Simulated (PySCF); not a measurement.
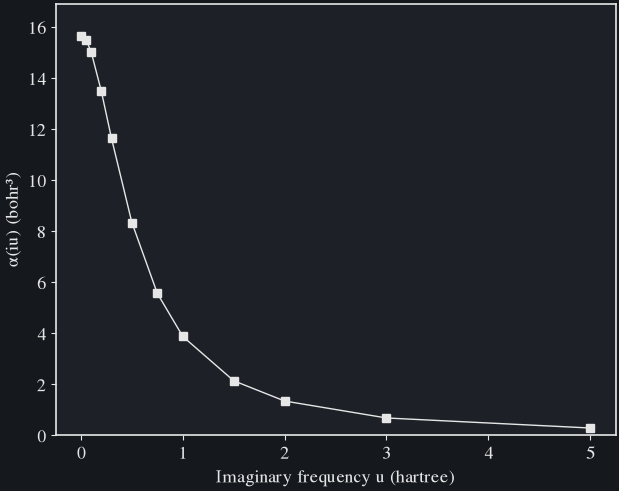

Dipole polarisability at imaginary frequency of an atom or ion with 17 electrons in the configuration [Ne] 3s² 3p⁵. Coupled response at the PBE level; PySCF, aug-cc-pwCVQZ, non-relativistic, unrestricted single determinants, no spin-orbit coupling.

Which species is it, and what does the curve give?

The Cl atom. The static dipole polarisability is 15.7 bohr³ (the recommended value is 14.6); α(iu) falls to half of it near u = 0.54 hartree. The Casimir–Polder integral gives C₆ = 99.9 hartree bohr⁶ for two such species.
